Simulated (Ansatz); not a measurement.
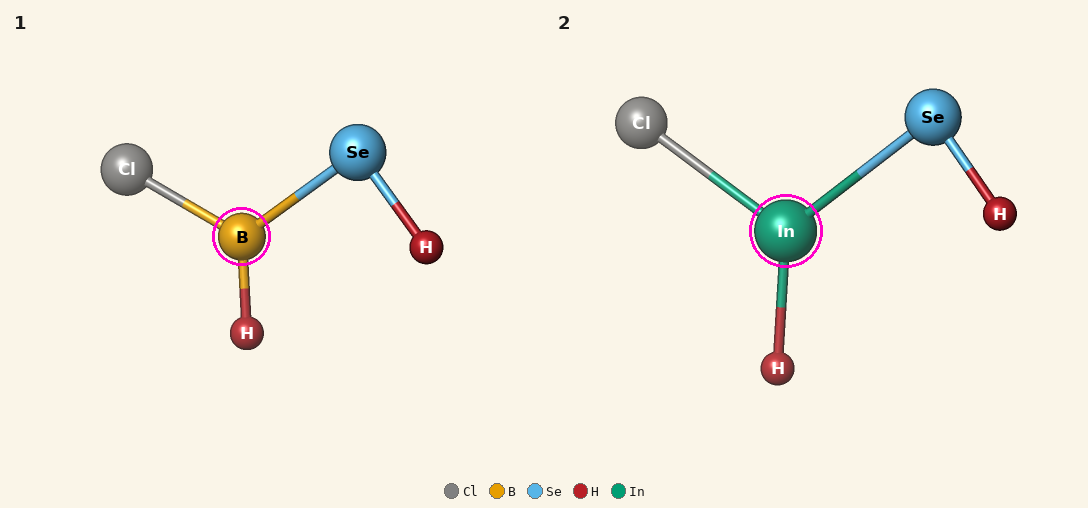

2 molecules with one skeleton, seen from the same side and at one scale; the atom that differs is circled. Each species is neutral and a spin singlet. Computed geometries: PBE0-D4/def2-TZVP optimisations, one conformation each. Properties computed with Ansatz 0.2.0. Elements past Kr carry core potentials.

One atom differs, called X below: B in panel 1, In in panel 2. Their formulas are BClH2Se (`ClB[SeH]`), ClH2InSe (`[Cl][InH][SeH]`).

### In which is the length of X–H larger (PBE0-D4/def2-TZVP)?

In panel 2 (X = In).

### In which is the harmonic zero-point energy higher (PBE0-D4/def2-TZVP)?

In panel 1 (X = B).

Give the values. With PBE0-D4/def2-TZVP: length of X–Cl (Å), length of X–H (Å), length of X–Se (Å), angle Se–X–H (°), harmonic zero-point energy (kJ/mol). With ωB97M-V/def2-TZVPP: dipole moment (D), HOMO energy (Kohn–Sham orbital) (eV), HOMO–LUMO gap (eV).

```csv
quantity,1 (B),2 (In),2 − 1
length of X–Cl (Å),1.743,2.330,+0.587
length of X–H (Å),1.188,1.702,+0.514
length of X–Se (Å),1.916,2.485,+0.569
angle Se–X–H (°),121.5,130.0,+8.5
dipole moment (D),1.22,2.82,+1.60
HOMO energy (Kohn–Sham orbital) (eV),−9.92,−9.64,+0.28
HOMO–LUMO gap (eV),10.47,9.46,−1.01
harmonic zero-point energy (kJ/mol),58.6,40.0,−18.6
```
